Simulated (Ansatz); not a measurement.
## Molecular dynamics, with input and output: Si5H13Cl (part 2 of 2)

The same run, continued: Si5H13Cl; RKS PBE0-D4/def2-SVP (Ansatz 0.2.0). 

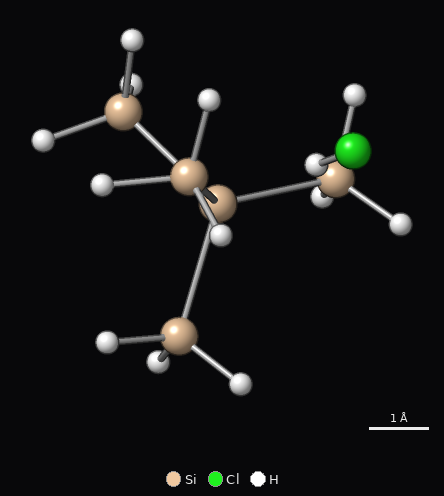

**Figure 1.** The geometry at step 40 of the log (ball-and-stick view, seen at a tilt).

Trajectory as extended XYZ (Å, eV, eV/Å), 11 of the 81 frames kept, from step=0 to step=80
```
19
Properties=species:S:1:pos:R:3:forces:R:3 step=0 time_fs=0.0 energy=-52084.13869 temperature=94.7
Si   -0.5301    1.6017    1.4520    0.0100   0.0149   0.0143
Cl   -2.5078    0.0063    2.0473    0.0449  -0.0895  -0.0960
H    -1.0504    0.0681    0.9711   -0.1775  -0.0852   0.1017
Si    0.1074   -0.2636   -0.2365    0.0037   0.0075  -0.0113
Si   -0.2354    1.0073   -2.1681    0.0321  -0.0615   0.0481
Si    2.3306   -0.3910    0.4811   -0.0482  -0.0247  -0.0478
Si   -0.9900   -2.3376   -0.3236    0.0200   0.0656   0.0403
H     0.7270    2.1376    0.8108    0.1146   0.0716  -0.0528
H    -1.5914    2.5255    1.0158   -0.1109   0.1283  -0.0737
H    -0.1717    1.4375    2.8712    0.0679  -0.0129   0.1609
H     0.2864    2.3832   -1.9754    0.0585   0.1469   0.0267
H    -1.6848    1.0464   -2.4848   -0.1576   0.0035  -0.0178
H     0.4986    0.3484   -3.2802    0.0704  -0.0698  -0.1188
H     3.0973    0.7591   -0.0607    0.0747   0.1200  -0.0502
H     2.3643   -0.3655    1.9666   -0.0064  -0.0004   0.1376
H     2.9240   -1.6632   -0.0090    0.0577  -0.1168  -0.0423
H    -2.4059   -2.1378   -0.7119   -0.1317   0.0322  -0.0375
H    -0.8734   -3.0099    0.9934    0.0132  -0.0516   0.1172
H    -0.2947   -3.1523   -1.3591    0.0646  -0.0783  -0.0985
19
Properties=species:S:1:pos:R:3:forces:R:3 step=8 time_fs=6.0 energy=-52084.06063 temperature=68.8
Si   -0.5293    1.5960    1.4540    0.4069   0.2843  -0.3021
Cl   -2.5132   -0.0057    2.0466    0.0532  -0.0570  -0.1182
H    -1.0689    0.0324    1.0120   -0.1908   0.0241   0.0974
Si    0.1041   -0.2531   -0.2391   -0.1399   0.0697  -0.0093
Si   -0.2245    1.0230   -2.1746    0.1613   0.0025  -0.4271
Si    2.3268   -0.4003    0.5002    0.3026   0.6629  -0.5300
Si   -0.9812   -2.3374   -0.3275    0.0244  -0.0761  -0.4222
H     0.7732    2.1038    0.7951   -0.2817  -0.0453   0.2713
H    -1.5399    2.5778    0.9481    0.0688  -0.2360   0.1637
H    -0.1841    1.4333    2.8951   -0.0326   0.0636  -0.1742
H     0.3157    2.4184   -1.9961   -0.0341  -0.2573  -0.0317
H    -1.6710    1.0931   -2.5469    0.0049  -0.0092   0.1259
H     0.4876    0.3102   -3.3134   -0.1061   0.2371   0.3442
H     3.1335    0.7863   -0.0700   -0.4537  -0.5705   0.4195
H     2.2303   -0.3571    1.9888    0.2007  -0.0363   0.0169
H     2.9692   -1.6480   -0.0097   -0.0453  -0.0766   0.1347
H    -2.4158   -2.2671   -0.7370    0.0534   0.1576   0.1012
H    -0.8324   -2.9631    1.0139    0.0541  -0.1493  -0.0305
H    -0.2667   -3.0907   -1.4325   -0.0464   0.0118   0.3704
19
Properties=species:S:1:pos:R:3:forces:R:3 step=16 time_fs=12.0 energy=-52084.09495 temperature=81.0
Si   -0.5218    1.5927    1.4506    0.8408  -0.0697  -0.7598
Cl   -2.5205   -0.0169    2.0411    0.0066  -0.2849  -0.1858
H    -1.1744   -0.0138    1.0952   -0.5151   0.0113   0.2575
Si    0.0991   -0.2381   -0.2427   -0.3303   0.2005   0.2476
Si   -0.2147    1.0387   -2.1875   -0.3631   0.0711   0.3871
Si    2.3275   -0.4053    0.5134   -0.8108  -0.5323   0.2604
Si   -0.9766   -2.3400   -0.3295   -0.1050   0.0989  -0.0468
H     0.7688    2.0895    0.8556    0.2429   0.2733   0.0011
H    -1.4931    2.5731    0.9338   -0.3314  -0.0076   0.0659
H    -0.1878    1.4490    2.8731   -0.0898  -0.0639   0.2874
H     0.3266    2.4066   -1.9928    0.1537   0.1274   0.0054
H    -1.6526    1.1537   -2.5658   -0.0862  -0.0522   0.1076
H     0.4705    0.3376   -3.2741    0.3672  -0.2159  -0.4584
H     3.0903    0.7225    0.0265    0.4727   0.7673  -0.2200
H     2.1562   -0.3643    2.0031    0.2467  -0.0629  -0.0738
H     2.9939   -1.6496    0.0475   -0.0099  -0.1786   0.0640
H    -2.4293   -2.3386   -0.7181    0.2145   0.1958   0.1566
H    -0.7779   -2.9592    1.0222   -0.0032  -0.0880  -0.2148
H    -0.2544   -3.0562   -1.4259    0.0998  -0.1897   0.1190
19
Properties=species:S:1:pos:R:3:forces:R:3 step=24 time_fs=18.0 energy=-52084.43967 temperature=226.9
Si   -0.5003    1.5878    1.4346    2.3603   0.6513  -1.4510
Cl   -2.5290   -0.0288    2.0345   -2.0699  -0.6461   1.0976
H    -1.4734   -0.0631    1.2649    0.4829  -0.4960  -0.6201
Si    0.0860   -0.2234   -0.2466   -0.2806   0.6280   0.5801
Si   -0.2123    1.0536   -2.2022    0.6735  -0.2708  -0.2243
Si    2.3186   -0.4198    0.5278   -0.1124   0.4750  -0.4967
Si   -0.9788   -2.3426   -0.3289    0.5035   0.3642  -0.0717
H     0.8240    2.1687    0.9111   -0.2937   0.2270   0.2444
H    -1.5179    2.5617    0.9495   -0.1581  -0.1728   0.1880
H    -0.2166    1.4444    2.8865   -0.2536  -0.1299  -0.0027
H     0.3756    2.4218   -1.9894   -0.0321  -0.1777  -0.0432
H    -1.6455    1.2098   -2.5651   -0.1339  -0.0780  -0.0085
H     0.5432    0.3351   -3.3234   -0.3424   0.3506   0.3265
H     3.1239    0.7927    0.0730   -0.2313  -0.4831   0.1496
H     2.1520   -0.3835    1.9995    0.1327  -0.0267   0.2821
H     2.9896   -1.6919    0.1249    0.0097   0.0180  -0.0311
H    -2.4188   -2.3318   -0.6735   -0.1937   0.0942   0.0181
H    -0.7241   -2.9925    0.9795   -0.0828  -0.1556   0.1682
H    -0.2259   -3.0706   -1.3860    0.0219  -0.1717  -0.1053
19
Properties=species:S:1:pos:R:3:forces:R:3 step=32 time_fs=24.0 energy=-52084.74594 temperature=361.6
Si   -0.4518    1.5904    1.4030    1.1046   0.6163  -0.4207
Cl   -2.5630   -0.0424    2.0409   -0.4626  -0.8728  -0.2062
H    -1.5252   -0.2638    1.1744   -0.8913   0.0919   0.6950
Si    0.0651   -0.2068   -0.2436    0.2073   0.6074   0.4299
Si   -0.2054    1.0610   -2.2189   -0.2749  -0.0550   0.2895
Si    2.3050   -0.4339    0.5411   -0.4088  -0.1443   0.3324
Si   -0.9727   -2.3419   -0.3273    0.4796  -0.2516  -0.0353
H     0.8082    2.3436    1.0213   -0.0630   0.0196   0.0170
H    -1.5755    2.5079    1.0203    0.0834  -0.2555  -0.0256
H    -0.3336    1.3980    2.8937    0.0305  -0.1613  -0.4359
H     0.3917    2.4030   -2.0053    0.0816   0.1675   0.0918
H    -1.6675    1.2545   -2.5577    0.3202  -0.1720   0.0549
H     0.5386    0.4103   -3.3176    0.0184  -0.1619  -0.3212
H     3.1119    0.7487    0.1459    0.1139   0.0413  -0.1522
H     2.1821   -0.4097    2.0472    0.0155  -0.0119  -0.2289
H     2.9761   -1.7245    0.1861   -0.0255   0.0950  -0.1446
H    -2.4463   -2.2801   -0.6239    0.2671  -0.0332   0.0293
H    -0.6792   -3.0610    0.9649   -0.2259   0.1853  -0.1167
H    -0.1947   -3.1252   -1.3761   -0.3700   0.2952   0.1474
19
Properties=species:S:1:pos:R:3:forces:R:3 step=40 time_fs=30.0 energy=-52084.91668 temperature=412.5
Si   -0.3889    1.6022    1.3653    0.4483   0.4297  -0.3274
Cl   -2.6097   -0.0618    2.0502   -0.2666  -1.0932  -0.4786
H    -1.6641   -0.4655    1.1655   -0.9870   0.3828   0.9117
Si    0.0467   -0.1852   -0.2327    0.6305   0.5667   0.2166
Si   -0.2019    1.0709   -2.2372    0.7967  -0.2697   0.4486
Si    2.2853   -0.4532    0.5571   -0.1734   0.0271   0.0273
Si   -0.9601   -2.3432   -0.3255    0.0056   0.5122   0.3176
H     0.7701    2.5412    1.1467    0.0804  -0.1811  -0.1337
H    -1.6069    2.3815    1.0616   -0.1539   0.1389  -0.3010
H    -0.4396    1.2862    2.8054    0.3762  -0.2003   0.1607
H     0.4229    2.4045   -1.9923   -0.0463   0.0565   0.0537
H    -1.6268    1.2348   -2.5285   -0.5409   0.0270  -0.1579
H     0.5302    0.4519   -3.3775   -0.0827  -0.1066  -0.1102
H     3.1234    0.7199    0.1707    0.0255  -0.0268  -0.1781
H     2.2430   -0.4304    2.0519   -0.1609  -0.0025   0.0527
H     2.9509   -1.7403    0.2076    0.0214  -0.0366  -0.2260
H    -2.4157   -2.2319   -0.5806   -0.1700  -0.0391  -0.1047
H    -0.7192   -3.0880    0.9244   -0.0211  -0.0466   0.4197
H    -0.2681   -3.1136   -1.3598    0.2181  -0.1385  -0.5910
19
Properties=species:S:1:pos:R:3:forces:R:3 step=48 time_fs=36.0 energy=-52085.02143 temperature=451.5
Si   -0.3254    1.6167    1.3230   -0.6094   0.3313   0.4793
Cl   -2.6651   -0.0869    2.0575   -0.7579  -0.7019   0.0922
H    -1.8839   -0.6708    1.1926   -0.2793   0.1917   0.2789
Si    0.0340   -0.1592   -0.2197    0.8473   0.1546  -0.0865
Si   -0.1966    1.0787   -2.2462   -0.1061  -0.2900   0.0453
Si    2.2613   -0.4735    0.5728    0.3982   0.2360  -0.4807
Si   -0.9502   -2.3428   -0.3203    0.2358   0.0784  -0.2754
H     0.7610    2.6624    1.2255    0.0222  -0.3376  -0.2248
H    -1.6422    2.2763    1.0000    0.3717   0.0977  -0.0590
H    -0.4150    1.1416    2.7540    0.4007   0.1710  -0.3655
H     0.4293    2.4143   -1.9323   -0.1770  -0.1538  -0.1382
H    -1.6928    1.2176   -2.5317    0.5862   0.0236   0.1145
H     0.4803    0.4728   -3.4573   -0.1573   0.1154   0.2967
H     3.1360    0.6911    0.1149   -0.2963  -0.3852   0.1068
H     2.2807   -0.4610    2.0691   -0.1806   0.0289   0.0131
H     2.9197   -1.7599    0.1664   -0.0762   0.0668  -0.0929
H    -2.4070   -2.1882   -0.5771   -0.1464  -0.0662  -0.0618
H    -0.7801   -3.1110    0.9550    0.0742   0.0865  -0.0734
H    -0.3133   -3.1006   -1.4815   -0.1497   0.3529   0.4314
19
Properties=species:S:1:pos:R:3:forces:R:3 step=56 time_fs=42.0 energy=-52084.98055 temperature=404.7
Si   -0.2719    1.6360    1.2879   -0.7402  -0.2195   0.3196
Cl   -2.7288   -0.1195    2.0705    0.0421  -0.9644  -0.5537
H    -2.0413   -0.8431    1.1822   -0.7366   0.7532   0.8499
Si    0.0295   -0.1321   -0.2069    0.8515  -0.3662  -0.4105
Si   -0.1921    1.0804   -2.2525    0.1158  -0.4899   0.7082
Si    2.2411   -0.4911    0.5809   -0.2138  -0.5651  -0.2976
Si   -0.9476   -2.3401   -0.3133   -0.5310   0.8513   0.2444
H     0.7509    2.7039    1.2324    0.4285   0.0201  -0.3312
H    -1.5781    2.2214    0.9052   -0.1218   0.3441   0.1722
H    -0.2316    1.0463    2.6510    0.0039   0.1797   0.1508
H     0.4025    2.3909   -1.8908    0.0996   0.2355  -0.1416
H    -1.6369    1.2392   -2.5173   -0.3383   0.0985   0.0087
H     0.4063    0.5003   -3.4680    0.2860  -0.1321  -0.2387
H     3.0923    0.5831    0.0833    0.4287   0.6231  -0.1880
H     2.2895   -0.4666    2.0807   -0.1482  -0.0267  -0.0837
H     2.8639   -1.7641    0.1048   -0.0335  -0.1157   0.0443
H    -2.4180   -2.1610   -0.5859    0.0855  -0.0728   0.0726
H    -0.8364   -3.1284    0.9600    0.1837   0.0521  -0.1841
H    -0.3972   -3.0035   -1.5085    0.3381  -0.2052  -0.1415
19
Properties=species:S:1:pos:R:3:forces:R:3 step=64 time_fs=48.0 energy=-52085.01571 temperature=360.4
Si   -0.2273    1.6513    1.2598   -0.4518   0.3546   0.2972
Cl   -2.7936   -0.1531    2.0852    0.0901  -0.7236  -0.4408
H    -2.2586   -0.9924    1.2142   -0.5573   0.6677   0.6482
Si    0.0336   -0.1089   -0.1953    0.6204  -0.7674  -0.6860
Si   -0.1860    1.0766   -2.2503    0.1022  -0.2050   0.2075
Si    2.2198   -0.5074    0.5843    0.7690   0.3877  -1.1850
Si   -0.9524   -2.3223   -0.3059    0.0105   1.0149  -0.5223
H     0.8448    2.7138    1.1471   -0.0439  -0.3905  -0.2355
H    -1.5253    2.2795    0.8654    0.0080   0.1900   0.4297
H    -0.0755    1.0178    2.5996   -0.2427   0.3073   0.2033
H     0.4099    2.4132   -1.9005    0.0292  -0.1117  -0.2121
H    -1.6468    1.2956   -2.5039    0.0200  -0.0432   0.0592
H     0.4021    0.4936   -3.5087    0.0317   0.0817   0.2577
H     3.1288    0.6102    0.0193   -0.4188  -0.5031   0.4398
H     2.2548   -0.4860    2.0728   -0.0472  -0.0099   0.0879
H     2.8045   -1.7940    0.0731   -0.0444   0.0057   0.1566
H    -2.4104   -2.1375   -0.5586   -0.2008  -0.0493   0.0143
H    -0.8370   -3.1548    0.9047    0.2351  -0.1776   0.2806
H    -0.3850   -2.9574   -1.5389    0.0906  -0.0281   0.1996
19
Properties=species:S:1:pos:R:3:forces:R:3 step=72 time_fs=54.0 energy=-52085.19439 temperature=415.8
Si   -0.1920    1.6632    1.2337   -0.9073   0.5251   0.3854
Cl   -2.8580   -0.1850    2.1000   -0.0103  -0.3046  -0.1311
H    -2.4673   -1.0804    1.2396   -0.3029   0.2972   0.2634
Si    0.0460   -0.0952   -0.1919    0.1409  -0.9877  -0.7993
Si   -0.1814    1.0674   -2.2455   -0.4234   0.2467   0.3109
Si    2.2057   -0.5208    0.5706    0.2386  -0.5272  -0.2610
Si   -0.9550   -2.2947   -0.3055    0.0446   0.3206  -0.0441
H     0.9265    2.6224    0.9894    0.1460  -0.0915  -0.1364
H    -1.4791    2.4024    0.9351    0.2828  -0.0999   0.3635
H    -0.0121    1.0946    2.5958   -0.2022   0.2405   0.2301
H     0.4144    2.4144   -1.9514    0.0858  -0.0877  -0.0911
H    -1.6648    1.3488   -2.4775    0.4632  -0.2565   0.0610
H     0.4218    0.5064   -3.4820    0.0555  -0.1352  -0.0687
H     3.0867    0.5409    0.0500    0.3332   0.2956  -0.0007
H     2.2083   -0.5142    2.0761   -0.0318   0.0261  -0.1831
H     2.7466   -1.8428    0.1015   -0.0247   0.0682   0.0718
H    -2.4536   -2.1322   -0.5021    0.3048  -0.1408   0.0323
H    -0.7459   -3.2219    0.8836    0.0081   0.4381  -0.2841
H    -0.3455   -2.9462   -1.5303   -0.2008   0.1731   0.2812
19
Properties=species:S:1:pos:R:3:forces:R:3 step=80 time_fs=60.0 energy=-52085.27226 temperature=412.5
Si   -0.1622    1.6797    1.2162   -0.3514   0.3021   0.7541
Cl   -2.9201   -0.2163    2.1194    0.1693  -1.0899  -0.9070
H    -2.7257   -1.1976    1.2231   -0.3466   1.0920   0.9609
Si    0.0649   -0.0940   -0.1975   -0.4486  -0.7716  -0.7264
Si   -0.1804    1.0607   -2.2397    0.9483  -0.0453   0.2694
Si    2.1957   -0.5358    0.5515    0.5421  -0.1754  -0.5661
Si   -0.9555   -2.2616   -0.3100    0.3087   0.7328   0.0954
H     1.0236    2.5064    0.8041   -0.0512  -0.0088   0.1136
H    -1.3912    2.5039    1.1079   -0.1304   0.1086  -0.1225
H    -0.0155    1.2312    2.6359    0.0836   0.1018  -0.0234
H     0.4371    2.4004   -2.0137    0.1284   0.0723   0.0341
H    -1.5951    1.3378   -2.4372   -0.7991  -0.0625  -0.2168
H     0.4688    0.4791   -3.4513   -0.1199  -0.1418  -0.0264
H     3.1237    0.5293    0.0712    0.1284  -0.0105   0.0466
H     2.1466   -0.5417    2.0197   -0.0220   0.0982   0.5190
H     2.6961   -1.8808    0.1577    0.1008  -0.1142  -0.1611
H    -2.4400   -2.1874   -0.4663   -0.1198  -0.0323  -0.0095
H    -0.6302   -3.1781    0.8037   -0.0159   0.0229   0.4369
H    -0.3335   -2.9072   -1.4804   -0.0044  -0.0785  -0.4711
```

The run was set up as follows.

Input
```yaml
crystal:
  periodic: [false, false, false]
  atoms:
    - {symbol: Si, position_ang: [-0.530103, 1.601716, 1.451969]}
    - {symbol: Cl, position_ang: [-2.507788, 0.006265, 2.047317]}
    - {symbol: H, position_ang: [-1.050400, 0.068068, 0.971066]}
    - {symbol: Si, position_ang: [0.107443, -0.263622, -0.236492]}
    - {symbol: Si, position_ang: [-0.235405, 1.007264, -2.168137]}
    - {symbol: Si, position_ang: [2.330623, -0.390996, 0.481111]}
    - {symbol: Si, position_ang: [-0.989968, -2.337636, -0.323618]}
    - {symbol: H, position_ang: [0.727021, 2.137555, 0.810759]}
    - {symbol: H, position_ang: [-1.591425, 2.525467, 1.015843]}
    - {symbol: H, position_ang: [-0.171718, 1.437514, 2.871162]}
    - {symbol: H, position_ang: [0.286421, 2.383211, -1.975397]}
    - {symbol: H, position_ang: [-1.684847, 1.046386, -2.484792]}
    - {symbol: H, position_ang: [0.498572, 0.348450, -3.280203]}
    - {symbol: H, position_ang: [3.097295, 0.759053, -0.060659]}
    - {symbol: H, position_ang: [2.364314, -0.365480, 1.966607]}
    - {symbol: H, position_ang: [2.923969, -1.663186, -0.008966]}
    - {symbol: H, position_ang: [-2.405926, -2.137818, -0.711895]}
    - {symbol: H, position_ang: [-0.873411, -3.009927, 0.993432]}
    - {symbol: H, position_ang: [-0.294667, -3.152285, -1.359109]}
basis:
  gaussian: {orbitals: def2-SVP}
hamiltonian: {xc: pbe0, dispersion: d4}
md: {n_steps: 80, timestep: 0.75, temperature: 100, ensemble: nvt_langevin, seed: 714, friction: 0.01, initial_velocities: maxwell_boltzmann}
```

Launch command:
```bash
ansatz run in.yaml --threads 4 --pin off --events-out ev --progress --plain --max-ram 66560MiB --backend cuda --devices 0, --max-vram 37GiB
```

Key numbers

| quantity | value |
| --- | --- |
| outcome | finished |
| mean temperature over the second half | 368 K |
| trajectory | 80 steps, 60 fs |
| ensemble | nvt_langevin |
| temperature in the input | 100 K |
| time step | 0.75 fs |
| potential energy (last step) | −52085.2723 eV |
| mean-field energy (last step) | −52084.7034 eV |
| dispersion energy (last step) | −0.5689 eV |
| SCF solution under orbital rotations (last step) | stable |
| largest force (length of the vector) (last step) | 1.495 eV/Å |
| dipole moment (last step) | 1.49 D |
| hardware | 4 CPU threads, shared host |
| wall time | 91 s (CPU time 2.6 min) |
| peak memory | 1.2 GiB |

Notes

So short a trajectory is not equilibrated. The logged temperature at the start can lie below the typed one, since it is counted over all degrees of freedom. The temperature stays far from the 100 K of the thermostat over the second half: the run isn't equilibrated.
